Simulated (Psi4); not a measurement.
# CEPA(3)/6-31G(d) (density fitting, Cartesian functions) run of SiNH4F (SMILES N[SiH2]F)

Aim: the energy change on altering one bond length of SiNH4F at CEPA(3)/6-31G* (density fitting, Cartesian functions), from 2 runs. 

Program for the calculation: Psi4 1.11.

5 further runs of the same task are left out: 3 that didn't finish, 2 set aside as unsound or not needed.

## 1. Starting point

The species is SiNH4F (7 atoms), meant as a singlet with charge 0. As SMILES, `N[SiH2]F`. The shape is that of a PBE0-D4/def2-TZVP optimisation. This is one conformer, not always the lowest.

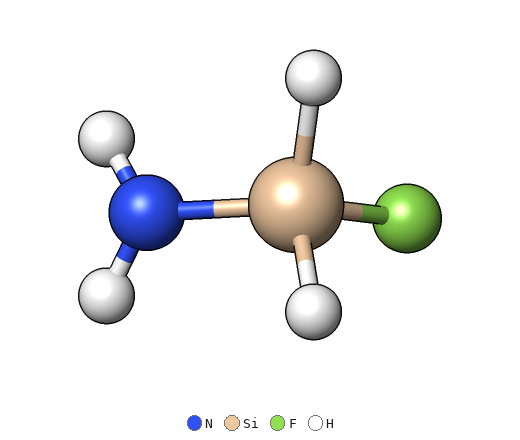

Viewed from a chosen angle; nitrogen blue, silicon light orange, fluorine green, hydrogen white.

## 2. A single-point energy at CEPA(3)/6-31G(d) (density fitting, Cartesian functions)

job.json

```json
{
 "schema_name": "qcschema_input",
 "schema_version": 1,
 "molecule": {
  "schema_name": "qcschema_molecule",
  "schema_version": 2,
  "symbols": ["N", "Si", "F", "H", "H", "H", "H"],
  "geometry": [-1.43902644, 0.64061716, -1.18145677, 1.00363354, -0.21864131, 0.70562373, 0.97339793, -3.12541804, 1.56809474, -1.48645857, 0.19861022, -3.03036481, -3.17889729, 0.97037436, -0.48830523, 0.86152614, 1.27783281, 3.06267913, 3.38147593, 0.12850138, -0.7224423],
  "molecular_charge": 0,
  "molecular_multiplicity": 1
 },
 "driver": "energy",
 "model": {
  "method": "cepa(3)",
  "basis": "6-31G*"
 },
 "keywords": {
  "reference": "rhf",
  "freeze_core": true
 }
}
```

Launch:

```bash
psi4 --qcschema job.json -n 1 --memory 1600MB
```

stdout:

```text
[...]
  Running in c1 symmetry.
[...]
  Nuclear repulsion =  118.587946701945725
[...]
  Multiplicity = 1
[...]
  Nalpha       = 17
  Nbeta        = 17
[...]
    Number of basis functions: 57
[...]
   @RHF iter   1:  -445.12376234518229   -7.34127e-01   8.08803e-03 ADIIS/DIIS
[...]
   @RHF iter  11:  -445.21953812228668   -1.42109e-12   3.31355e-09 DIIS
[...]
    Orbital Energies [Eh]
    ---------------------
    Doubly Occupied:
       1A    -68.810578     2A    -26.269782     3A    -15.553343
       4A     -6.160469     5A     -4.267984     6A     -4.267170
       7A     -4.266834     8A     -1.561953     9A     -1.148706
      10A     -0.755786    11A     -0.677220    12A     -0.649332
      13A     -0.641926    14A     -0.640618    15A     -0.531463
      16A     -0.474607    17A     -0.427799
[...]
  @RHF Final Energy:  -445.21953812228668
   => Energetics <=
    Nuclear Repulsion Energy =            118.5879467019457252
    One-Electron Energy =                -853.4038312234989689
    Two-Electron Energy =                 289.5963463992665652
    Total Energy =                       -445.2195381222866786
[...]
 Multipole Moments:
 ------------------------------------------------------------------------------------
     Multipole            Electronic (a.u.)      Nuclear  (a.u.)        Total (a.u.)
 ------------------------------------------------------------------------------------
 L = 1.  Multiply by 2.5417464519 to convert [e a0] to [Debye]
 Dipole X            :          0.7895898           -1.2795139           -0.4899240
 Dipole Y            :         -3.6323722            4.0745897            0.4422176
 Dipole Z            :          1.6282454           -2.0888265           -0.4605811
 Magnitude           :                                                    0.8048086
[...]
      * SCS-MP2 total energy:                 -445.628312460302
[...]
      * MP2 total energy:                     -445.636274372555
[...]
```

The result, in JSON:

```text
{
 "driver": "energy",
 "model": {
  "method": "cepa(3)",
  "basis": "6-31G*"
 },
 "success": true,
 "return_result": -445.65588134955556,
 "properties": {
  "calcinfo_nbasis": 57,
  "calcinfo_nmo": 57,
  "calcinfo_nalpha": 17,
  "calcinfo_nbeta": 17,
  "calcinfo_natom": 7,
  "nuclear_repulsion_energy": 118.58794670194573,
  "return_energy": -445.65588134955556,
  "scf_one_electron_energy": -853.403831223499,
  "scf_two_electron_energy": 289.59634639926657,
  "scf_dipole_moment": [-0.4899240397386677, 0.44221756833581916, -0.46058110344372727],
  "scf_total_energy": -445.2195381222867,
  "scf_iterations": 11,
  "mp2_same_spin_correlation_energy": -0.10535672573775946,
  "mp2_opposite_spin_correlation_energy": -0.31137952453022444,
  "mp2_singles_energy": 0.0,
  "mp2_doubles_energy": -0.4167362502679839,
  "mp2_correlation_energy": -0.4167362502679839,
  "mp2_total_energy": -445.6362743725547
 }
}
```

Wall time 3.6 s (1 thread of Intel Xeon Platinum 8488C (Sapphire Rapids), shared host); peak memory 0.26 GiB.

## 3. The distorted shape at the same level

calc.in

```
memory 1600 mb

molecule system {
  N     -1.013172     0.302258    -0.474053
  Si     0.279428    -0.152442     0.524547
  F      0.263428    -1.690642     0.980947
  H     -1.038272     0.068358    -1.452453
  H     -1.933872     0.476758    -0.107253
  H      0.204228     0.639458     1.771847
  H      1.789400     0.068000    -0.382300
  units angstrom
}

set {
  basis 6-31G*
  reference rhf
  freeze_core true
}

energy('cepa(3)')
```

Launch:

```bash
psi4 -n 1 calc.in calc.out
```

calc.out:

```text
[...]
  Running in c1 symmetry.
[...]
  Nuclear repulsion =  117.421718644618437
[...]
  Multiplicity = 1
[...]
  Nalpha       = 17
  Nbeta        = 17
[...]
    Number of basis functions: 57
[...]
   @RHF iter   1:  -445.09951530346046   -8.11275e-01   8.08988e-03 DIIS/ADIIS
[...]
   @RHF iter  11:  -445.19511058505827   -2.16005e-12   3.48903e-09 DIIS
[...]
    Orbital Energies [Eh]
    ---------------------
    Doubly Occupied:
       1A    -68.836201     2A    -26.278797     3A    -15.560314
       4A     -6.181361     5A     -4.289143     6A     -4.288240
       7A     -4.287700     8A     -1.569938     9A     -1.154938
      10A     -0.755913    11A     -0.682007    12A     -0.655869
      13A     -0.648114    14A     -0.643792    15A     -0.526881
      16A     -0.443862    17A     -0.431455
[...]
  @RHF Final Energy:  -445.19511058505827
   => Energetics <=
    Nuclear Repulsion Energy =            117.4217186446184371
    One-Electron Energy =                -850.7646088899397228
    Two-Electron Energy =                 288.1477796602630406
    Total Energy =                       -445.1951105850582735
[...]
 Multipole Moments:
 ------------------------------------------------------------------------------------
     Multipole            Electronic (a.u.)      Nuclear  (a.u.)        Total (a.u.)
 ------------------------------------------------------------------------------------
 L = 1.  Multiply by 2.5417464519 to convert [e a0] to [Debye]
 Dipole X            :          0.3460189           -1.0546027           -0.7085837
 Dipole Y            :         -3.6859643            4.1074249            0.4214606
 Dipole Z            :          1.8839824           -2.2239017           -0.3399193
 Magnitude           :                                                    0.8917763
[...]
      * SCS-MP2 total energy:                 -445.607137839008
[...]
      * MP2 total energy:                     -445.614846813787
[...]
```

It took 3.6 s on 1 thread of Intel Xeon Platinum 8488C (Sapphire Rapids), shared host; peak memory 0.26 GiB.

## 4. Outcome

At CEPA(3)/6-31G* (density fitting, Cartesian functions), 7 core orbitals frozen:

| quantity | value |
| --- | --- |
| first shape: total energy | -445.65588 Eh |
| first shape: HOMO energy (Hartree–Fock orbitals) | -11.64 eV |
| first shape: LUMO energy (Hartree–Fock orbitals) | 4.60 eV |
| first shape: HOMO–LUMO gap (Hartree–Fock orbitals) | 16.24 eV |
| first shape: correlation energy (7 core orbitals frozen) | -436.3 mEh |
| distorted shape: total energy | -445.63593 Eh |
| distorted shape: HOMO energy (Hartree–Fock orbitals) | -11.74 eV |
| distorted shape: LUMO energy (Hartree–Fock orbitals) | 4.50 eV |
| distorted shape: HOMO–LUMO gap (Hartree–Fock orbitals) | 16.24 eV |
| distorted shape: correlation energy (7 core orbitals frozen) | -440.8 mEh |
| energy change with the Si2–H7 bond stretched from 1.479 to 1.775 Å | 0.543 eV |

**Reading.** With the Si2–H7 bond stretched from 1.479 to 1.775 Å the energy rises by 0.54 eV (12.5 kcal/mol). The first shape isn't relaxed at this level, so the change isn't measured from a minimum.
